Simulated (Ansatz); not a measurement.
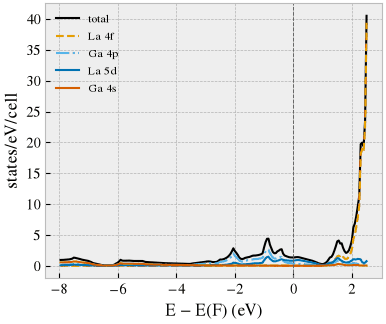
*Total and projected density of states of LaGa2 in space group P6/mmm (No. 191; La on 1a, Ga on 2d), plane-wave PAW r²SCAN (Ansatz code)*

Problem. Which orbitals carry the states next to the Fermi level?

Solution. Within 0.5 eV of the Fermi level: La 5d 56 %, Ga 4p 35 %. Projections are on Löwdin-orthogonalised atomic valence shells; empty p or d shells of many metals are not among them.

Problem. Where is the tallest occupied peak in this window, and what makes it?

Solution. Near -0.8 eV, about 4.4 states/eV per cell; the largest projected share is Ga 4p.

The workflow started from an entry of the Crystallography Open Database (COD, 293 K). Whether it is the stable phase at ambient conditions was not checked. Symmetry was held in the r²SCAN relaxation; whether a distortion lowers the energy is not shown. Scalar-relativistic: spin–orbit coupling is off unless named, which matters more the heavier the elements.

Potentials: the later of the program's two PAW sets.
